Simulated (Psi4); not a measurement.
**H2NO (SMILES N[O]): USVWN5/cc-pVTZ**

Aim: the vertical doublet–quartet gap of H2NO at USVWN5/cc-pVTZ, from 2 runs. 

The results are computed with Psi4 1.11.

2 further runs of the same task are left out: 2 set aside as unsound or not needed.

### 1 The molecule

The species is H2NO (4 atoms), meant as a doublet with charge 0. As SMILES, `N[O]`. The shape is that of a GFN2-xTB optimisation.

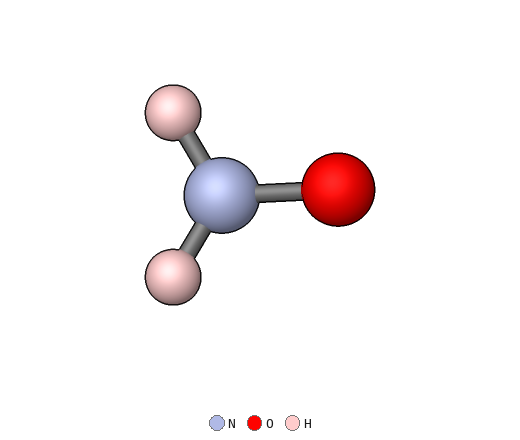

The structure, seen from a chosen angle (nitrogen light blue, oxygen red, hydrogen pink).

### 2 Energy and forces at USVWN5/cc-pVTZ

job.py reads:

```python
import psi4

psi4.set_memory('1600 MB')
psi4.set_num_threads(1)
psi4.core.set_output_file('h2no.out', False)

geom = psi4.geometry("""
0 2
N     -0.015110     0.041110    -0.107550
O      0.804330     0.357230     0.819800
H     -0.968410     0.390510    -0.050090
H      0.179190    -0.788850    -0.662160
units angstrom
symmetry c1
no_reorient
no_com
""")

options = {'basis': 'cc-pVTZ', 'reference': 'uks', 'puream': True, 'e_convergence': 1e-09, 'd_convergence': 1e-08, 'scf_type': 'pk', 'dft_radial_points': 99, 'dft_spherical_points': 590, 'maxiter': 200}
psi4.set_options(options)

e, wfn = psi4.gradient('scf', dft_functional={"name": "SVWN5", "x_functionals": {"LDA_X": {}}, "c_functionals": {"LDA_C_VWN": {}}}, return_wfn=True)
psi4.oeprop(wfn, 'DIPOLE', 'QUADRUPOLE', 'WIBERG_LOWDIN_INDICES', title='SCF')
print('gradient / Eh bohr^-1')
print(e.np.round(6))
print(f'energy = {wfn.energy():.10f} Eh')
```

On the command line:

```sh
$ python job.py
```

h2no.out:

```text
[...]
  Running in c1 symmetry.
[...]
  Nuclear repulsion =   35.074734111223819
[...]
  Multiplicity = 2
[...]
  Nalpha       = 9
  Nbeta        = 8
[...]
    Number of basis functions: 88
[...]
   @UKS iter   1:  -129.99617791407462   -1.31611e-01   7.16810e-03 ADIIS/DIIS
[...]
   @UKS iter  11:  -130.15495730825634   -9.94760e-13   4.54795e-09 DIIS
[...]
   @S^2 Observed:                7.515554944E-01
[...]
    Orbital Energies [Eh]
    ---------------------
    Alpha Occupied:
       1A    -18.619143     2A    -13.952939     3A     -1.006119
       4A     -0.708111     5A     -0.519709     6A     -0.429470
       7A     -0.387129     8A     -0.227266     9A     -0.171620
    Alpha Virtual:
      10A     -0.000256    11A      0.059393    12A      0.133380
      13A      0.284073    14A      0.360440    15A      0.372852
      16A      0.378782    17A      0.469453    18A      0.484041
      19A      0.526826    20A      0.542054    21A      0.583404
      22A      0.656180    23A      0.793097    24A      0.882124
      25A      0.922130    26A      1.030591    27A      1.138653
[...]
  @UKS Final Energy:  -130.15495730825634
   => Energetics <=
    Nuclear Repulsion Energy =             35.0747341112238189
    One-Electron Energy =                -248.4023352403377203
    Two-Electron Energy =                  98.3250086994942194
    DFT Exchange-Correlation Energy =     -15.1523648786366660
    Empirical Dispersion Energy =           0.0000000000000000
    VV10 Nonlocal Energy =                  0.0000000000000000
    Total Energy =                       -130.1549573082563427
[...]
  -Total Gradient:
     Atom            X                  Y                   Z
    ------   -----------------  -----------------  -----------------
       1       -0.016603904079    -0.007020164322    -0.017598153741
       2        0.007386482957     0.002325051397     0.009374651798
       3        0.009280731314    -0.002450930805     0.001622257386
       4       -0.000063205763     0.007146276540     0.006600992030
[...]
 Multipole Moments:
 ------------------------------------------------------------------------------------
     Multipole            Electronic (a.u.)      Nuclear  (a.u.)        Total (a.u.)
 ------------------------------------------------------------------------------------
 L = 1.  Multiply by 2.5417464519 to convert [e a0] to [Debye]
 Dipole X            :        -11.3085109           10.4684213           -0.8400895
 Dipole Y            :         -5.6237816            5.1915879           -0.4321937
 Dipole Z            :        -10.3673406            9.6249421           -0.7423985
 Magnitude           :                                                    1.2015396
 L = 2.  Multiply by 1.3450342976 to convert [e a0^2] to [Debye ang]
 Quadrupole XX       :        -30.9313578           21.9516896           -8.9796682
 Quadrupole XY       :         -7.2887333            6.3378202           -0.9509131
[...]
```

Standard output:

```text
Memory set to   1.490 GiB by Python driver.
  Threads set to 1 by Python driver.
gradient / Eh bohr^-1
[[-1.6604e-02 -7.0200e-03 -1.7598e-02]
 [ 7.3860e-03  2.3250e-03  9.3750e-03]
 [ 9.2810e-03 -2.4510e-03  1.6220e-03]
 [-6.3000e-05  7.1460e-03  6.6010e-03]]
energy = -130.1549573083 Eh
```

Wall time 11 s (1 thread of Intel Xeon 6975P-C (Granite Rapids), shared host); peak memory 0.47 GiB.

### 3 The quartet

input.in reads:

```
memory 1.6 GB

molecule {
  0 4
  N     -0.015110     0.041110    -0.107550
  O      0.804330     0.357230     0.819800
  H     -0.968410     0.390510    -0.050090
  H      0.179190    -0.788850    -0.662160
  symmetry c1
  no_reorient
  no_com
}

set globals {
  basis                cc-pVTZ
  reference            uks
  puream               true
  e_convergence        1e-09
  d_convergence        1e-08
  scf_type             pk
  dft_radial_points    99
  dft_spherical_points 590
  maxiter              200
}

result, w = gradient('scf', dft_functional={"name": "SVWN5", "x_functionals": {"LDA_X": {}}, "c_functionals": {"LDA_C_VWN": {}}}, return_wfn=True)
oeprop(w, 'WIBERG_LOWDIN_INDICES', 'MULLIKEN_CHARGES', 'MAYER_INDICES')
```

On the command line:

```sh
$ psi4 input.in input.out -n 1
```

input.out, cut to the lines that bear on the results:

```text
[...]
  Running in c1 symmetry.
[...]
  Nuclear repulsion =   35.074734111223819
[...]
  Multiplicity = 4
[...]
  Nalpha       = 10
  Nbeta        = 7
[...]
    Number of basis functions: 88
[...]
   @UKS iter   1:  -129.75070357200477    1.13863e-01   7.36166e-03 DIIS/ADIIS
[...]
   @UKS iter  12:  -129.91067927420505   -2.43006e-11   5.13528e-09 DIIS
[...]
   @S^2 Observed:                3.752642505E+00
[...]
  @UKS Final Energy:  -129.91067927420505
   => Energetics <=
    Nuclear Repulsion Energy =             35.0747341112238189
    One-Electron Energy =                -246.1573517811818306
    Two-Electron Energy =                  96.1857858661358307
    DFT Exchange-Correlation Energy =     -15.0138474703828813
    Empirical Dispersion Energy =           0.0000000000000000
    VV10 Nonlocal Energy =                  0.0000000000000000
    Total Energy =                       -129.9106792742050516
[...]
 Multipole Moments:
 ------------------------------------------------------------------------------------
     Multipole            Electronic (a.u.)      Nuclear  (a.u.)        Total (a.u.)
 ------------------------------------------------------------------------------------
 L = 1.  Multiply by 2.5417464519 to convert [e a0] to [Debye]
 Dipole X            :         -9.9692391           10.4684213            0.4991822
 Dipole Y            :         -4.9404940            5.1915879            0.2510939
 Dipole Z            :         -9.1727271            9.6249421            0.4522149
 Magnitude           :                                                    0.7188389
[...]
  -Total Gradient:
     Atom            X                  Y                   Z
    ------   -----------------  -----------------  -----------------
       1       -0.068831369444    -0.038810410800    -0.054271177687
       2        0.007284451903     0.001872332110     0.010053363871
       3        0.080703441652    -0.032840939027    -0.004519817171
       4       -0.019156344316     0.069779314966     0.048737395534
[...]
  Mulliken Charges: (a.u.)
   Center  Symbol    Alpha    Beta     Spin     Total
       1     N     3.43927  3.03135  0.40792  0.52938
       2     O     4.57665  3.34385  1.23280  0.07949
       3     H     0.99203  0.31240  0.67963 -0.30443
       4     H     0.99205  0.31239  0.67965 -0.30444
   Total alpha = 10.00000, Total beta =  7.00000, Total charge = -0.00000
[...]
```

Wall time 12 s (1 thread of Intel Xeon 6975P-C (Granite Rapids), shared host); peak memory 0.48 GiB.

### 4 Results

Level: USVWN5/cc-pVTZ.

| quantity | value |
| --- | --- |
| doublet: total energy | -130.15496 Eh |
| doublet: dipole moment | 3.05 D |
| doublet: HOMO energy (highest over α and β) | -4.67 eV |
| doublet: LUMO energy (lowest over α and β) | -3.25 eV |
| doublet: ⟨S²⟩ | 0.752 |
| doublet: largest force on an atom | 1.295 eV/Å |
| quartet: total energy | -129.91068 Eh |
| quartet: dipole moment | 1.83 D |
| quartet: HOMO energy (highest over α and β) | -1.39 eV |
| quartet: ⟨S²⟩ | 3.753 |
| quartet: largest force on an atom | 4.929 eV/Å |
| vertical energy of the quartet above the doublet | 6.647 eV |

What this shows: At this shape the quartet lies 6.65 eV (153 kcal/mol) above the doublet. The largest force (doublet) is 1.30 eV/Å: the shape isn't a stationary point for this species at this level. Mulliken charges (quartet) run from -0.30 on H4 to +0.53 on N1.
